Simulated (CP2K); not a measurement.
Convergence study of the k-point mesh for Ba (Im-3m, 1 atom in the cell)

```yaml
crystal:
  lattice:
    - [4.32571, 0.00000, 0.00000]
    - [-1.44190, 4.07832, 0.00000]
    - [-1.44190, -2.03916, 3.53193]
  atoms:
    - { symbol: Ba, position: [0.00000, 0.00000, 0.00000] }
```

Level of theory: PBE, GPW, DZVP-MOLOPT-SR-GTH basis, GTH-PBE potentials (GTH_POTENTIALS) (CP2K 2026.2).

Base settings: CUTOFF = 500 Ry; REL_CUTOFF = 40 Ry; SMEAR/METHOD = GAUSSIAN; SIGMA = 0.1 eV; KPOINTS/SCHEME = MONKHORST-PACK 4 4 4; GAMMA_CENTERED = T; XC_FUNCTIONAL = PBE; Ba/BASIS_SET = DZVP-MOLOPT-SR-GTH-q10; Ba/POTENTIAL = GTH-PBE-q10; METHOD = GPW.

Moved along: GAMMA_CENTERED.

The second cell is the first with its lattice scaled by 0.98.

Only quantities that move along the ladder and can be compared are tabulated.

The starting cell has typed, rounded lattice constants, without a prior relaxation at this level. Its lattice was rescaled by up to half a per cent. Values carry the incompleteness of an atom-centred basis. Without a gap this mesh is coarse (it stands for a supercell whose shortest vector is 17 Å).

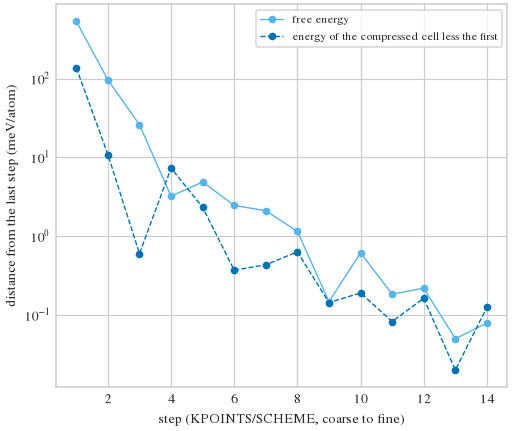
Figure: Distance from the last step along the ladder; very small values are drawn at a floor.

| KPOINTS/SCHEME | free energy less the last step's (meV/atom) | energy of the compressed cell less the first (meV/atom) | pressure (GPa) |
|---|---|---|---|
| MONKHORST-PACK 2 2 2 | -533.36 | -98.66 | -4.28 |
| MONKHORST-PACK 3 3 3 | 96.20 | 27.16 | 0.93 |
| MONKHORST-PACK 4 4 4 | 25.91 | 38.63 | 1.40 |
| MONKHORST-PACK 5 5 5 | -3.21 | 45.34 | 1.70 |
| MONKHORST-PACK 6 6 6 | 4.87 | 40.34 | 1.46 |
| MONKHORST-PACK 7 7 7 | -2.45 | 38.40 | 1.38 |
| MONKHORST-PACK 8 8 8 | -2.10 | 37.59 | 1.37 |
| MONKHORST-PACK 9 9 9 | 1.15 | 38.66 | 1.40 |
| MONKHORST-PACK 10 10 10 | 0.15 | 38.17 | 1.40 |
| MONKHORST-PACK 11 11 11 | -0.61 | 38.22 | 1.40 |
| MONKHORST-PACK 12 12 12 | 0.18 | 37.94 | 1.38 |
| MONKHORST-PACK 13 13 13 | 0.22 | 38.19 | 1.40 |
| MONKHORST-PACK 15 15 15 | 0.04 | 38.01 | 1.39 |
| MONKHORST-PACK 16 16 16 | 0.08 | 38.15 | 1.39 |
| MONKHORST-PACK 18 18 18 | 0.00 | 38.03 | 1.39 |

Coarsest KPOINTS/SCHEME that holds the pressure within 0.1 GPa of the last step, with all finer ones: MONKHORST-PACK 6 6 6; the step before is off by 0.31 GPa.

Coarsest KPOINTS/SCHEME that holds the free energy within 1 meV/atom of the last step, with all finer ones: MONKHORST-PACK 10 10 10; the step before is off by 1.2 meV/atom.

Coarsest KPOINTS/SCHEME that holds the energy of the compressed cell less the first within 2 meV/atom of the last step, with all finer ones: MONKHORST-PACK 7 7 7; the step before is off by 2.3 meV/atom.

The energy difference between the two cells stays within 1 meV/atom of the last step's from MONKHORST-PACK 7 7 7 on, the total only from MONKHORST-PACK 10 10 10 on: much of the error is common to both cells and cancels.
